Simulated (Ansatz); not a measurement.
```xyz
5

Al    0.0000    0.0000   -0.0751
F     0.0000    0.0000    1.6163
H     1.4296    0.0000   -0.7671
H    -1.4296    0.0000   -0.7671
F     0.0000    0.0000    3.7531
```

The calculation used UKS PBE-D4/def2-SVP (Ansatz).

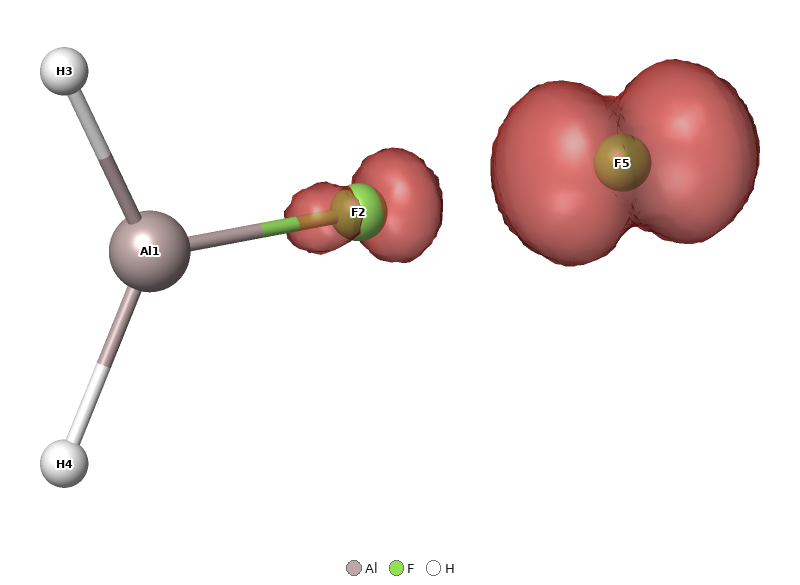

AlFH2···F (doublet). Isosurface of the spin density at +0.08 e/Å³ (red), seen at a tilt.

Q: Which atoms carry the spin?

A: The unpaired spin (1 electron) lies mostly on F5 (about 0.9) and F2 (about 0.1), in electrons by Hirshfeld's partition.
